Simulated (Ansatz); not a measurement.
**C₃H₅BO: how energies converge with the basis set**

How large a basis does C₃H₅BO need? Two functionals are run in growing sets.

Program: Ansatz 0.2.0, Gaussian basis. Level of theory: one geometry, several basis sets. These are calculated values, not measurements.

Plan: PBE0-D4/def2-SVP; ωB97M-V/def2-SVP; PBE0-D4/def2-QZVPP; ωB97M-V/def2-QZVPP; the functionals' def2-TZVPP values are taken from earlier runs.

### Step 1. Structure used throughout

All runs share one geometry, relaxed beforehand with PBE0-D4 in a triple-zeta def2 set.

SMILES `C=C1CBO1`, 10 atoms, charge 0, spin multiplicity 1.

Atoms are counted from 1 here; the program's logs count them from 0.

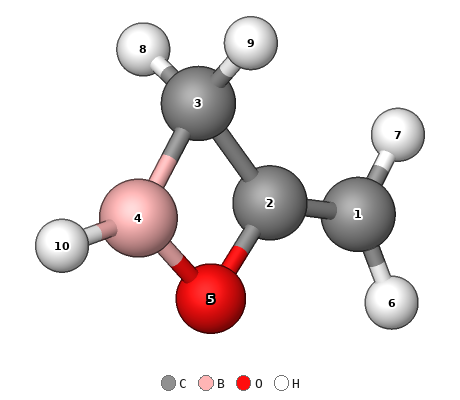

The geometry (carbon grey, boron pink, oxygen red, hydrogen white); atoms are numbered from 1 in the order of the file.

### Step 2. PBE0-D4 in def2-SVP

Contents of in.yaml:

```yaml
crystal:
  periodic: [false, false, false]
  atoms:
    - {symbol: C, position_ang: [-1.579027, 0.736213, -0.132867]}
    - {symbol: C, position_ang: [-0.350751, 0.260568, -0.152409]}
    - {symbol: C, position_ang: [0.500871, -0.706725, 0.630040]}
    - {symbol: B, position_ang: [1.536347, -0.239660, -0.469098]}
    - {symbol: O, position_ang: [0.640707, 0.609814, -1.083169]}
    - {symbol: H, position_ang: [-1.909581, 1.457888, -0.868528]}
    - {symbol: H, position_ang: [-2.271115, 0.403353, 0.628256]}
    - {symbol: H, position_ang: [0.162770, -1.744063, 0.604443]}
    - {symbol: H, position_ang: [0.691556, -0.420367, 1.665726]}
    - {symbol: H, position_ang: [2.661326, -0.408119, -0.819495]}
basis:
  gaussian: {orbitals: def2-SVP}
hamiltonian: {xc: pbe0, dispersion: d4}
output: {orbitals: {seedname: orbitals}}
```

Run with:

```console
ansatz run in.yaml --threads 2 --pin off --events-out ev --progress --plain --max-ram 4352MiB
```

Further steps of the session: ωB97M-V in def2-SVP; PBE0-D4 in def2-QZVPP; ωB97M-V in def2-QZVPP.

Before running them: what should the planned runs give, taken together? Wanted: PBE0-D4: double and triple zeta above quadruple; ωB97M-V: double and triple zeta above quadruple.

The runs gave:

```
                                       quantity          value
PBE0-D4: double and triple zeta above quadruple  6.90, 0.33 eV
ωB97M-V: double and triple zeta above quadruple  7.14, 0.30 eV
```

In words: For PBE0-D4 the step from double to triple zeta gains 6.57 eV and the next only 0.33 eV. Total energies overstate the basis error of differences, where much of it tends to cancel. The LUMO of ωB97M-V is positive and keeps falling with the basis (1.72 to 1.19 eV): an unbound level that the basis holds in place.
